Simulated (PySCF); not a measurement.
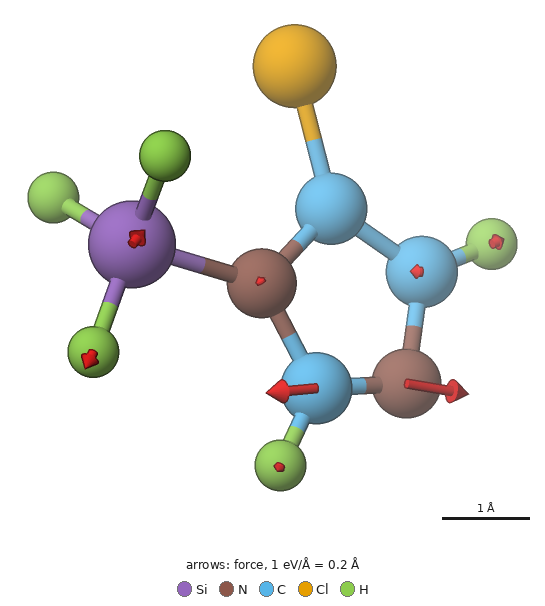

Starting geometry of C$_{3}$H$_{5}$ClN$_{2}$Si with the computed forces as red arrows. Style: ball-and-stick. Shown at a tilt.

The start comes from GFN2-xTB. Its atoms were then displaced at random by about 0.01 Å.

Theory: PySCF 2.14.0, density-fitted response routines, PBE0-D3(BJ)/def2-SVP geometry optimisation, gas phase. 

**What follows when this structure is relaxed?**

It isn't relaxed: the largest force vector, on an N atom, is 4.27 eV/Å. The final displacements follow the starting forces only in part (cosine between the two patterns 0.36). The largest move after the best rigid fit is that of an H atom, 0.10 Å. By element the largest moves are H 0.10 Å, Cl 0.10 Å, N 0.05 Å, C 0.04 Å, Si 0.01 Å. Among the contacts that change: Cl–Si 3.252 → 3.336 Å, H–Si 1.427 → 1.487 Å, C–N 1.245 → 1.305 Å, C–H 1.063 → 1.088 Å. Among the angles between lasting bonds that change: H–Si–H 115.1° → 111.2°, N–Si–H 106.4° → 109.7°, Si–N–C 130.6° → 128.2°. Over 6 geometry steps the energy falls by 0.218 eV. Cost: 55 s on 1 thread of Arm Neoverse V1 (shared host).
